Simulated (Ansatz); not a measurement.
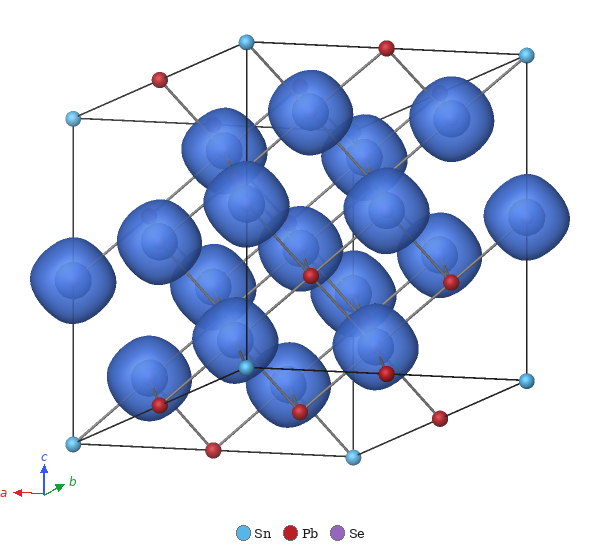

Figure 1: SnPb$_{3}$Se$_{4}$. Isosurface of the ELF at 0.65 (blue), seen at an oblique angle. Core shells and regions of very low density are left out. Sticks mark near contacts.

Space group R3m; a structure generated by program, which may or may not match a known phase; changed on purpose from its base cell (volume × 0.91, shape and atoms relaxed); computed pressure about 5 GPa in this cell.

These are results of DFT PBE, scalar-relativistic, plane waves, PAW (Ansatz), not measurements.

Core electrons are frozen (PAW), and the valence fields are smoothed inside the atomic spheres.

Question: What do the ELF domains correspond to?

Answer: The ELF exceeds this value in twelve regions wrapped around Se (the valence shell of each), counted in one cell of 24 atoms. Any copies at cell faces, edges or corners count once. Along the contacts the grid gives the following. Sn–Se (2.96 Å): the ELF is about 0.40 at the midpoint and 0.30 at its lowest between the atoms. Pb–Se (3.00 Å): the ELF is about 0.30 at the midpoint.
